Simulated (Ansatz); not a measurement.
Hf (hcp, Mg type)

```yaml
crystal:
  lattice:
    - [6.39583, 0.00000, 0.00000]
    - [-1.59896, 2.76947, 0.00000]
    - [0.00000, 0.00000, 5.04735]
  atoms:
    - { symbol: Hf, position: [0.16667, 0.66667, 0.75000] }
    - { symbol: Hf, position: [0.66667, 0.66667, 0.75000] }
    - { symbol: Hf, position: [0.33333, 0.33333, 0.25000] }
    - { symbol: Hf, position: [0.83333, 0.33333, 0.25000] }
```

The atoms are displaced by Q × the pattern below (from a DFPT mode at M = (0.5, 0.0, 0.0), largest move 1; Q in Å), at fixed cell. (q is in reciprocal vectors of the primitive cell; the cell shown is doubled to hold the pattern.)

| atom | x | y | z |
|---|---|---|---|
| Hf1 | 0.000 | 0.000 | 1.000 |
| Hf2 | 0.000 | 0.000 | -1.000 |
| Hf3 | 0.000 | 0.000 | 1.000 |
| Hf4 | 0.000 | 0.000 | -1.000 |

The numbers are results of r2SCAN (plane waves to 500 eV, PAW, scalar-relativistic; Ansatz, a quantum-chemistry and plane-wave program), not measurements. k mesh 17×17×9 (Γ-centred), Fermi-Dirac smearing 0.05 eV. The energy includes the smearing's −TS. Compression counts positive. With partly filled bands, energies and forces of such displacements shift with the k mesh and the smearing. Hf is run without spin polarisation. Hf was relaxed with its symmetry unable to fall. Spin-orbit coupling is left out, though Hf is heavy. The zero of ΔE is the undisplaced structure.

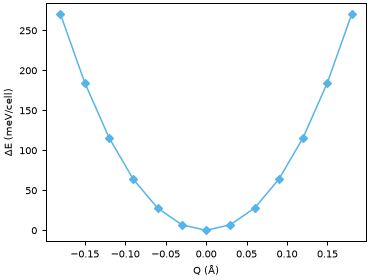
Figure. ΔE (meV/cell) against Q (Å); one marker a computed point.

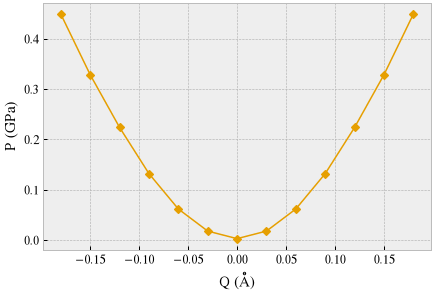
Figure: P (GPa) against Q (Å); one marker a computed point.

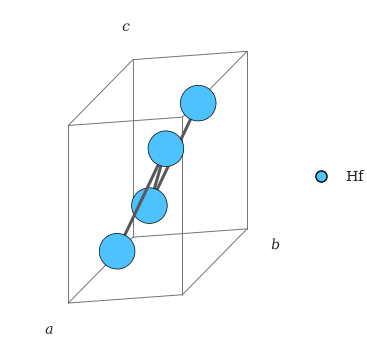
Figure. The cell of the calculation at Q = 0.180 Å.

The energy at Q = 0.180 Å is 270 meV/cell. Harmonic wavenumber from the curvature (finite differences): 76 cm⁻¹. Shape of the curve: a single well with its minimum at or next to zero displacement. Symmetry of the curve: even: the same for both signs. Space group of the distorted cell: Pnnm (No. 58), lowered from P6_3/mmc.

E″ = 15.27 eV/Å², M = Σ mᵢ|uᵢ|² = 714.0 u, ν̃ = 521.5·√(|E″|/M).

(A displaced cell: forces are minus the slopes of the energy, force constants its curvatures, and phonons follow from these.)
